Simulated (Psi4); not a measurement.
**BH3 (borane): TPSS/def2-TZVPPD**

Aim: the vertical electron affinity of BH3 (borane) at TPSS/def2-TZVPPD, from 2 runs. 

The results are computed with Psi4 1.11.

## 1. Starting point

The species is BH3 (4 atoms), meant as a singlet with charge 0. SMILES: `B`. The shape is that of a PBE0-D4/def2-TZVP optimisation.

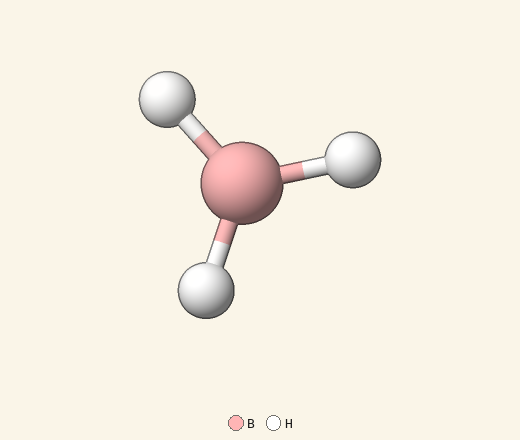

The structure, seen from a chosen angle (boron pink, hydrogen white).

## 2. A single-point energy at TPSS/def2-TZVPPD

input.dat

```
memory 1.6 GB

molecule molecule1 {
  0 1
  B      0.013900    -0.015100    -0.005100
  H      0.982200     0.381700     0.568800
  H     -0.276200    -1.171800     0.043000
  H     -0.664400     0.744900    -0.626900
  symmetry c1
}

set puream true
set e_convergence 1e-09
set d_convergence 1e-08
set scf_type pk
set dft_radial_points 99
set dft_spherical_points 590

e, wfn = energy("tpss/def2-TZVPPD", return_wfn=True)
oeprop(wfn, "MAYER_INDICES", "LOWDIN_CHARGES", "WIBERG_LOWDIN_INDICES", title="TPSS")
```

Started as:

```
$ psi4 -i input.dat -o output.dat -n 1
```

output.dat:

```text
[...]
  Running in c1 symmetry.
[...]
  Nuclear repulsion =    7.418838234776623
[...]
  Multiplicity = 1
[...]
  Nalpha       = 4
  Nbeta        = 4
[...]
    Number of basis functions: 88
[...]
   @RKS iter   1:   -26.55873874949565   -4.53187e-01   3.45935e-03 ADIIS/DIIS
[...]
   @RKS iter   8:   -26.62687450782163   -6.03961e-13   2.66073e-09 DIIS
[...]
    Orbital Energies [Eh]
    ---------------------
    Doubly Occupied:
       1A     -6.611677     2A     -0.476138     3A     -0.320433
       4A     -0.320424
[...]
  @RKS Final Energy:   -26.62687450782163
   => Energetics <=
    Nuclear Repulsion Energy =              7.4188382347766231
    One-Electron Energy =                 -49.0843121022904256
    Two-Electron Energy =                  20.1944974437516400
    DFT Exchange-Correlation Energy =      -5.1558980840594701
    Empirical Dispersion Energy =           0.0000000000000000
    VV10 Nonlocal Energy =                  0.0000000000000000
    Total Energy =                        -26.6268745078216327
[...]
 Multipole Moments:
 ------------------------------------------------------------------------------------
     Multipole            Electronic (a.u.)      Nuclear  (a.u.)        Total (a.u.)
 ------------------------------------------------------------------------------------
 L = 1.  Multiply by 2.5417464519 to convert [e a0] to [Debye]
 Dipole X            :          0.0001046           -0.0000804            0.0000242
 Dipole Y            :         -0.0000920            0.0000804           -0.0000116
 Dipole Z            :         -0.0002231            0.0001608           -0.0000623
 Magnitude           :                                                    0.0000678
[...]
```

It took 12 s on 1 thread of Intel Xeon 6975P-C (Granite Rapids), shared host; peak memory 0.81 GiB.

## 3. The doublet anion: energy and forces at UTPSS/def2-TZVPPD

bh3.in

```
memory 1600 MB

molecule molecule1 {
  -1 2
  B
  H 1 1.193489
  H 1 1.193493 2 120.00312
  H 1 1.193451 2 119.99514 3 179.98694
  symmetry c1
  no_reorient
  no_com
}

set basis def2-TZVPPD
set reference uks
set puream true
set e_convergence 1e-09
set d_convergence 1e-08
set scf_type pk
set dft_radial_points 99
set dft_spherical_points 590
set maxiter 100

energy_value, wavefunction = gradient("tpss", return_wfn=True)
oeprop(wavefunction, "MULLIKEN_CHARGES", "QUADRUPOLE", "LOWDIN_CHARGES", title="TPSS")
print_variables()
```

Started as:

```
$ psi4 bh3.in bh3.out -n 1
```

bh3.out, shortened:

```text
[...]
  Running in c1 symmetry.
[...]
  Nuclear repulsion =    7.418840106720390
[...]
  Multiplicity = 2
[...]
  Nalpha       = 5
  Nbeta        = 4
[...]
    Number of basis functions: 88
[...]
   @UKS iter   1:   -26.34802070808537   -2.42469e-01   6.63756e-03 ADIIS/DIIS
[...]
   @UKS iter  11:   -26.62158988250530   -2.06413e-12   1.60659e-09 DIIS
[...]
   @S^2 Observed:                7.533745918E-01
[...]
  @UKS Final Energy:   -26.62158988250530
   => Energetics <=
    Nuclear Repulsion Energy =              7.4188401067203902
    One-Electron Energy =                 -51.2785817539747342
    Two-Electron Energy =                  22.5781196213302238
    DFT Exchange-Correlation Energy =      -5.3399678565811781
    Empirical Dispersion Energy =           0.0000000000000000
    VV10 Nonlocal Energy =                  0.0000000000000000
    Total Energy =                        -26.6215898825053010
  UHF NO Occupations:
  HONO-2 :    3  A 1.9998189
  HONO-1 :    4  A 1.9986748
[...]
  -Total Gradient:
     Atom            X                  Y                   Z
    ------   -----------------  -----------------  -----------------
       1        0.000002047014    -0.000010354888    -0.000008746006
       2       -0.000000070010    -0.000005287824    -0.009281694693
       3       -0.000000071048    -0.008035605843     0.004638363033
       4       -0.000001906020     0.008051096223     0.004652037509
[...]
 Multipole Moments:
 ------------------------------------------------------------------------------------
     Multipole            Electronic (a.u.)      Nuclear  (a.u.)        Total (a.u.)
 ------------------------------------------------------------------------------------
 L = 1.  Multiply by 2.5417464519 to convert [e a0] to [Debye]
 Dipole X            :          0.0000743            0.0001894            0.0002637
 Dipole Y            :          0.0000258           -0.0000376           -0.0000118
 Dipole Z            :         -0.0000588            0.0000389           -0.0000199
 Magnitude           :                                                    0.0002647
 L = 2.  Multiply by 1.3450342976 to convert [e a0^2] to [Debye ang]
 Quadrupole XX       :        -12.9504429            0.0000002          -12.9504427
 Quadrupole XY       :          0.0006375           -0.0008696           -0.0002321
[...]
  Mulliken Charges: (a.u.)
   Center  Symbol    Alpha    Beta     Spin     Total
[...]
```

Run time: 28 s. Hardware: 1 thread of Intel Xeon 6975P-C (Granite Rapids), shared host; peak memory 0.82 GiB.

## 4. Outcome

Level: TPSS/def2-TZVPPD.

| quantity | value |
| --- | --- |
| singlet BH3: total energy | -26.62687 Eh |
| singlet BH3: dipole moment | 0.00 D |
| singlet BH3: HOMO energy | -8.72 eV |
| singlet BH3: LUMO energy | -2.73 eV |
| singlet BH3: HOMO–LUMO gap | 5.99 eV |
| doublet anion: total energy | -26.62159 Eh |
| doublet anion: HOMO energy (highest over α and β) | 3.02 eV |
| doublet anion: LUMO energy (lowest over α and β) | 3.76 eV |
| doublet anion: ⟨S²⟩ | 0.753 |
| doublet anion: largest force on an atom | 0.478 eV/Å |
| vertical electron affinity (to the doublet anion) | -0.144 eV |

The anion lies 0.14 eV (3.3 kcal/mol) above the neutral: the electron isn't bound at this level, and such a value depends on the basis. Mulliken charges (doublet anion) run from -1.45 on B1 to +0.15 on H4; in a basis this large or diffuse they mean little. The HOMO (doublet anion) lies at positive energy, 3.02 eV, from the functional's self-interaction, a short basis or an electron that isn't bound; only total energies against the neutral tell.
